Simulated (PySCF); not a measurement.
# doublet SnTe+: levels of theory compared

Aim: a comparison of 3 runs (U-revPBE/def2-TZVPPD, UBLYP/def2-TZVPPD, UPBE/def2-TZVPPD) of doublet SnTe+. The job is set up through a Python script.

The results are computed with PySCF 2.14.0.

3 further runs of the same task are left out: 3 set aside as unsound or not needed.

## (1) The system as given

SnTe+: 2 atoms, total charge +1, spin state doublet. As SMILES of the parent species, `[Sn][Te]`. Geometry: a GFN2-xTB relaxation, a rough one for these elements and not checked as a minimum. That shape belongs to the parent species and isn't relaxed for this state.

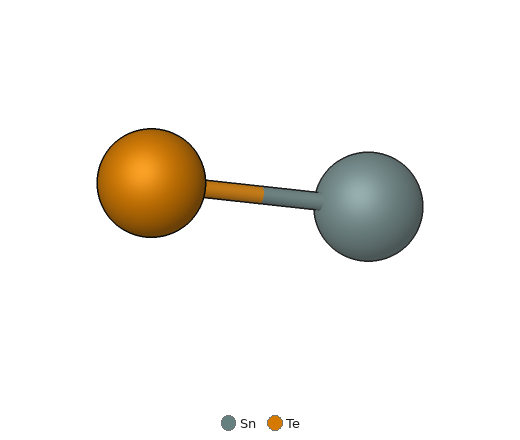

The structure, seen from a chosen angle (tin teal, tellurium orange).

## (2) A single-point energy at U-revPBE/def2-TZVPPD (core potential) (run 1)

File job.py:

```python
from pyscf import gto, dft

system = gto.Mole()
system.atom = '''
Sn     0.000000     0.000000     0.000000
Te     0.000000     0.000000     2.536770
'''
system.max_memory = 1860
system.ecp = 'def2-svp'
system.spin = 1
system.charge = 1
system.verbose = 3
system.basis = 'def2-tzvppd'
system.build()

calc0 = dft.UKS(system)
calc0.xc = 'revpbe'
calc0.conv_tol = 1e-10
calc0.grids.level = 5
calc0.kernel()
if not calc0.converged:
    calc0 = calc0.newton().run(calc0.mo_coeff, calc0.mo_occ)

etot = calc0.e_tot
print(f'total energy: {etot:.8f} hartree')
```

Run with:

```console
$ OMP_NUM_THREADS=1 python job.py
```

What it wrote:

```text
WARN: HOMO -0.407456466927978 >= LUMO -0.407456466927974

WARN: HOMO -0.415658058292436 >= LUMO -0.414768596157969

converged SCF energy = -482.170454377682  <S^2> = 0.75500315  2S+1 = 2.0049969
total energy: -482.17045438 hartree
```

Wall time 25 s (1 thread of Arm Neoverse V1, shared host); peak memory 0.6 GiB.

## (3) The energy at UBLYP/def2-TZVPPD (core potential) (run 2)

File start.xyz:

```xyz
2
SnTe
Sn     0.000000     0.000000     0.000000
Te     0.000000     0.000000     2.536770
```

File input.py:

```python
from pyscf import gto, dft

mol = gto.M(
    atom='start.xyz',
    max_memory=1860,
    basis='def2-tzvppd',
    spin=1,
    ecp={'Sn': 'def2-svp', 'Te': 'def2-svp'},
    verbose=4,
    charge=1,
)

mf = dft.UKS(mol, xc='blyp')
mf.grids.level = 5
mf.conv_tol = 1e-10
mf.kernel()
if not mf.converged:
    mf = mf.newton().run(mf.mo_coeff, mf.mo_occ)

etot = mf.e_tot
print(f'total energy: {etot:.8f} hartree')
```

Run with:

```console
$ OMP_NUM_THREADS=1 python input.py
```

What it wrote:

```text
PySCF version 2.14.0

[... 81 lines left out ...]
[... the frontier-level lines of each cycle are left out ...]
[... 35 lines left out ...]
[... 27 lines left out ...]
[... 27 lines left out ...]
[... 27 lines left out ...]
[... 1 line left out ...]
cycle= 25 E= -481.984080103822  delta_E= -1.48e-09  |g|= 7.58e-06  |ddm|= 0.000494



cycle= 26 E= -481.984080103865  delta_E= -4.27e-11  |g|= 1.71e-06  |ddm|= 5.58e-05



Extra cycle  E= -481.984080103786  delta_E= 7.87e-11  |g|= 9.89e-06  |ddm|= 9.27e-05
converged SCF energy = -481.984080103786  <S^2> = 0.75286872  2S+1 = 2.0028667
total energy: -481.98408010 hartree
```

Run time: 37 s. Hardware: 1 thread of Arm Neoverse V1, shared host; peak memory 0.6 GiB.

## (4) The energy at UPBE/def2-TZVPPD (core potential) (run 3)

File run.py:

```python
from pyscf import gto, dft

system = gto.M(
    atom='Sn 0.000000 0.000000 0.000000; Te 0.000000 0.000000 2.536770',
    charge=1,
    verbose=3,
    max_memory=1860,
    ecp={'Sn': 'def2-svp', 'Te': 'def2-svp'},
    basis='def2-tzvppd',
    spin=1,
)

mf = dft.UKS(system, xc='pbe')
mf.grids.level = 5
mf.conv_tol = 1e-10
mf.kernel()
if not mf.converged:
    mf = mf.newton().run(mf.mo_coeff, mf.mo_occ)

e_final = mf.e_tot
print('Final energy', e_final)
```

Run with:

```console
$ OMP_NUM_THREADS=1 python run.py
```

What it wrote:

```text
WARN: HOMO -0.410115744603689 >= LUMO -0.410115744603688

WARN: HOMO -0.417871275991096 >= LUMO -0.417705169771595

WARN: HOMO -0.420134206226977 >= LUMO -0.419203832532358

converged SCF energy = -482.066967068383  <S^2> = 0.75429454  2S+1 = 2.0042899
Final energy -482.06696706838306
```

Run time: 25 s. Hardware: 1 thread of Arm Neoverse V1, shared host; peak memory 0.6 GiB.

## (5) All runs side by side

```tsv
run	level	energy (Eh)	HOMO energy (eV)	LUMO energy (eV)	⟨S²⟩	wall time
1	U-revPBE/def2-TZVPPD (core potential)	-482.170454	-11.46	-11.25	0.755	25 s
2	UBLYP/def2-TZVPPD (core potential)	-481.984080	-11.38	-11.36	0.753	37 s
3	UPBE/def2-TZVPPD (core potential)	-482.066967	-11.53	-11.39	0.754	25 s
```

## (6) Summary of results

| quantity | value |
| --- | --- |
| run 3: total energy | -482.06697 Eh |
| run 3: HOMO energy (highest over α and β) | -11.53 eV |
| run 3: LUMO energy (lowest over α and β) | -11.39 eV |
| run 3: ⟨S²⟩ | 0.754 |

What this shows: Totals of different functionals can't be ranked against each other. All runs together took 87 s, the longest 37 s.
